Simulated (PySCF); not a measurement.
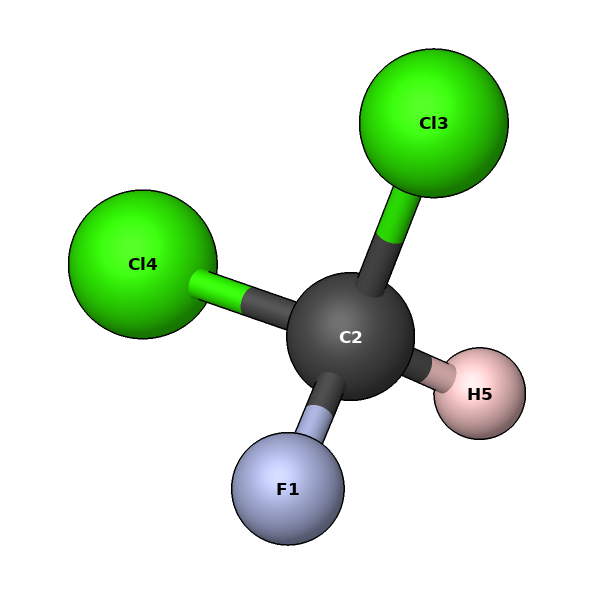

Every bond is drawn as one stick. Computed geometry: GFN2-xTB optimisation. No frequency run is at hand to confirm it as a minimum. Computed with PBE0/pcSseg-1 (PySCF 2.14.0).

List the Mayer bond orders of F1–C2, C2–Cl3, C2–H5 (one bond of each equivalent set).

| bond | Mayer order | length (Å) |
| --- | --- | --- |
| F1–C2 | 0.98 | 1.342 |
| C2–Cl3 | 1.02 | 1.773 |
| C2–H5 | 0.91 | 1.096 |
